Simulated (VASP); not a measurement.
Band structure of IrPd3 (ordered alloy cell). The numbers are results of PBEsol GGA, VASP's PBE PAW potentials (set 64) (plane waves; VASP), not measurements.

Unless said otherwise, spin-orbit coupling is left out, though it shifts the bands of the heavy elements here.

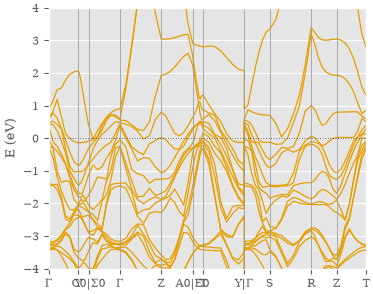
Bands along high-symmetry lines, zero at the valence-band maximum or, without a gap, the Fermi level

**Question.** Read the plot: is there a gap, and where are the band edges?

**Answer.** It has no gap at this level: it comes out as a metal or semimetal. (Edges off the drawn lines would not show.)

The structure was generated: IrPd3 was put into an ordered model structure (Cmmm), which need not be its known phase. It was relaxed first. The electron count is odd and the run is not spin-polarised, which forces a metal. VASP warned that the highest band is occupied, so more bands are needed.
